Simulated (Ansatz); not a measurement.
Cost and result by functional for the adsorption energy of H on the 1x1 (0001) surface of hcp Ti, one in a 2x2 cell, started at the site 'bridge Ti-Ti (span 2.9 Å)', in Ansatz (plane waves, PAW). Single points on the PBE structure, on one kind of machine; costs are rough ratios of the slab run's core time (references not counted) to the cheapest single point. r2SCAN's cost holds its higher cutoff (500 against 420 eV). Differences are taken against r2SCAN for comparison alone: no measured value is at hand, so the table doesn't rank accuracy.

Slab: 17 atoms, 6.8 Å thick at the start under the adsorbate (thin: gaps and levels are the slab's own); k 6x6x1, smearing 0.1 eV, dipole-corrected; 8 atoms held, the rest relaxed; start symmetry kept, larger cells not searched; no spin, no spin-orbit, no U, no dispersion correction. At the end it is bonded to 3 Ti. In PBE it is, or lies within 0.03 eV of, the lowest of the starts that converged. These notes are the PBE run's. Adsorption energies are against ½ H2(g). A negative adsorption energy means that the adsorbate is more stable on the surface than in its reference.

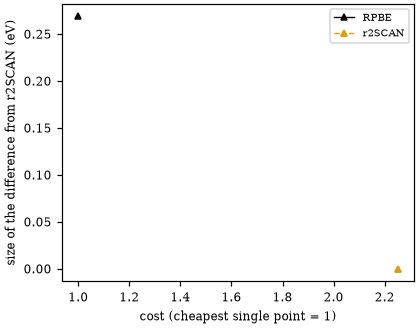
Figure. Difference from r2SCAN against cost

| functional | relative cost | adsorption energy (eV) | less r2SCAN (eV) |
|---|---|---|---|
| RPBE | 1 | -0.98 | 0.27 |
| r2SCAN | 2 | -1.25 | 0.00 |
| PBE (the relaxed run's value) | – | -1.08 | 0.17 |

The values span 0.27 eV, while the single points' costs differ by a factor of roughly 2. Differences are of unrounded values.

Ansatz is an electronic-structure program.
